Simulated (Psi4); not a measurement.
**PF3 (SMILES FP(F)F) at PBE0/6-31G(d) (spherical functions, ints tolerance 1e-12, sweep point 6)**

Aim: the vertical ionisation energy of PF3 at PBE0/6-31G* (spherical functions, ints tolerance 1e-12, sweep point 6), from 2 runs. 

The results are computed with Psi4 1.11.

4 further runs of the same task are left out: 4 set aside as unsound or not needed.

### 1 The system as given

The species is PF3 (4 atoms), meant as a singlet with charge 0. As SMILES, `FP(F)F`. The coordinates come from a GFN2-xTB relaxation.

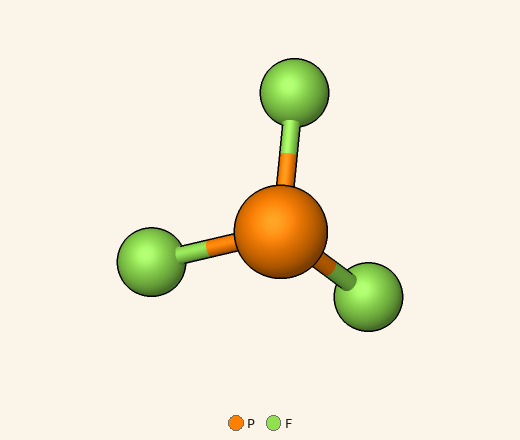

Viewed from a chosen angle; phosphorus orange, fluorine green.

### 2 A single-point energy at PBE0/6-31G(d) (spherical functions, ints tolerance 1e-12, sweep point 6)

The input, input.dat:

```
memory 1.6 GB

molecule molecule1 {
  P     -0.004630     0.005090     0.642290
  F      1.349610    -0.029560    -0.203150
  F     -0.648490     1.180250    -0.228190
  F     -0.696500    -1.155780    -0.210950
  symmetry c1
}

set {
  puream true
  scf_type direct
  dft_radial_points 99
  dft_spherical_points 590
  ints_tolerance 1e-12
  maxiter 60
}

E, wfn = energy("pbe0/6-31G*", return_wfn=True)
print_variables()
```

Launch:

```bash
$ psi4 -n 1 input.dat output.dat
```

output.dat:

```text
[...]
  Running in c1 symmetry.
[...]
  Nuclear repulsion =  189.190298219164447
[...]
  Multiplicity = 1
[...]
  Nalpha       = 21
  Nbeta        = 21
[...]
    Number of basis functions: 60
[...]
   @DF-RKS iter   1:  -640.45116946039809   -3.11698e-01   8.07780e-03 DIIS/ADIIS
[...]
   @RKS iter  12:  -640.52537578966940   -8.97774e-09   3.82112e-07 DIIS
[...]
    Orbital Energies [Eh]
    ---------------------
    Doubly Occupied:
       1A    -77.389409     2A    -24.803135     3A    -24.802833
       4A    -24.802695     5A     -6.763461     6A     -4.900788
       7A     -4.900780     8A     -4.893888     9A     -1.291676
      10A     -1.236618    11A     -1.236207    12A     -0.682944
      13A     -0.558937    14A     -0.558782    15A     -0.528770
      16A     -0.482957    17A     -0.482865    18A     -0.440806
      19A     -0.440592    20A     -0.428254    21A     -0.343662
[...]
  @RKS Final Energy:  -640.52537578966940
   => Energetics <=
    Nuclear Repulsion Energy =            189.1902982191644469
    One-Electron Energy =               -1266.2910108548685457
    Two-Electron Energy =                 477.6927523553124502
    DFT Exchange-Correlation Energy =     -41.1174155092777482
    Empirical Dispersion Energy =           0.0000000000000000
    VV10 Nonlocal Energy =                  0.0000000000000000
    Total Energy =                       -640.5253757896692832
[...]
 Multipole Moments:
 ------------------------------------------------------------------------------------
     Multipole            Electronic (a.u.)      Nuclear  (a.u.)        Total (a.u.)
 ------------------------------------------------------------------------------------
 L = 1.  Multiply by 2.5417464519 to convert [e a0] to [Debye]
 Dipole X            :          0.0001248           -0.0024701           -0.0023453
 Dipole Y            :          0.0026609            0.0027170            0.0053779
 Dipole Z            :          0.2645068            0.3428508            0.6073576
 Magnitude           :                                                    0.6073860
[...]
```

Wall time 7.5 s (1 thread of Intel Xeon Platinum 8488C (Sapphire Rapids), shared host); peak memory 0.57 GiB.

### 3 The doublet cation, same level

The input, calc.inp:

```
memory 1600 MB

molecule m {
  1 2
  P     -0.004630     0.005090     0.642290
  F      1.349610    -0.029560    -0.203150
  F     -0.648490     1.180250    -0.228190
  F     -0.696500    -1.155780    -0.210950
  symmetry c1
}

set basis 6-31G*
set reference uks
set puream true
set scf_type direct
set dft_radial_points 99
set dft_spherical_points 590
set ints_tolerance 1e-12
set maxiter 150

e_tot = energy('pbe0')
```

Launch:

```bash
$ psi4 -i calc.inp -o calc.out -n 1
```

calc.out:

```text
[...]
  Running in c1 symmetry.
[...]
  Nuclear repulsion =  189.190298219164447
[...]
  Multiplicity = 2
[...]
  Nalpha       = 21
  Nbeta        = 20
[...]
    Number of basis functions: 60
[...]
   @DF-UKS iter   1:  -639.96645792726190    1.73013e-01   8.20551e-03 ADIIS/DIIS
[...]
   @UKS iter  13:  -640.07587598074520   -1.79336e-08   4.61242e-07 DIIS
[...]
   @S^2 Observed:                7.547989195E-01
[...]
    Orbital Energies [Eh]
    ---------------------
    Alpha Occupied:
       1A    -77.774741     2A    -25.123623     3A    -25.123455
       4A    -25.123343     5A     -7.140277     6A     -5.278071
       7A     -5.276229     8A     -5.276222     9A     -1.600736
      10A     -1.544594    11A     -1.544262    12A     -1.001325
      13A     -0.864579    14A     -0.864460    15A     -0.840800
      16A     -0.782977    17A     -0.782875    18A     -0.737701
      19A     -0.737554    20A     -0.723896    21A     -0.702855
    Alpha Virtual:
      22A     -0.327624    23A     -0.327475    24A     -0.152594
      25A     -0.026599    26A      0.056829    27A      0.056968
[...]
  @UKS Final Energy:  -640.07587598074520
   => Energetics <=
    Nuclear Repulsion Energy =            189.1902982191644469
    One-Electron Energy =               -1252.8135915252851191
    Two-Electron Energy =                 464.3228587902253253
    DFT Exchange-Correlation Energy =     -40.7754414648498482
    Empirical Dispersion Energy =           0.0000000000000000
    VV10 Nonlocal Energy =                  0.0000000000000000
    Total Energy =                       -640.0758759807449678
[...]
 Multipole Moments:
 ------------------------------------------------------------------------------------
     Multipole            Electronic (a.u.)      Nuclear  (a.u.)        Total (a.u.)
 ------------------------------------------------------------------------------------
 L = 1.  Multiply by 2.5417464519 to convert [e a0] to [Debye]
 Dipole X            :         -0.0072562           -0.0024701           -0.0097263
 Dipole Y            :          0.0092052            0.0027170            0.0119222
 Dipole Z            :          1.1257061            0.3428508            1.4685569
 Magnitude           :                                                    1.4686375
[...]
```

Wall time 10 s (1 thread of Intel Xeon Platinum 8488C (Sapphire Rapids), shared host); peak memory 0.57 GiB.

### 4 Results

At PBE0/6-31G* (spherical functions, ints tolerance 1e-12, sweep point 6):

| quantity | value |
| --- | --- |
| singlet PF3: total energy | -640.52538 Eh |
| singlet PF3: dipole moment | 1.54 D |
| singlet PF3: HOMO energy | -9.35 eV |
| singlet PF3: LUMO energy | -0.19 eV |
| singlet PF3: HOMO–LUMO gap | 9.16 eV |
| doublet cation: total energy | -640.07588 Eh |
| doublet cation: HOMO energy (highest over α and β) | -19.13 eV |
| doublet cation: LUMO energy (lowest over α and β) | -15.02 eV |
| doublet cation: ⟨S²⟩ | 0.755 |
| vertical ionisation energy (to the doublet cation) | 12.232 eV |

What this shows: Removing an electron at fixed nuclei costs 12.23 eV (282 kcal/mol). −ε(HOMO) before ionisation, 9.35 eV, is 2.88 eV below this ionisation energy.
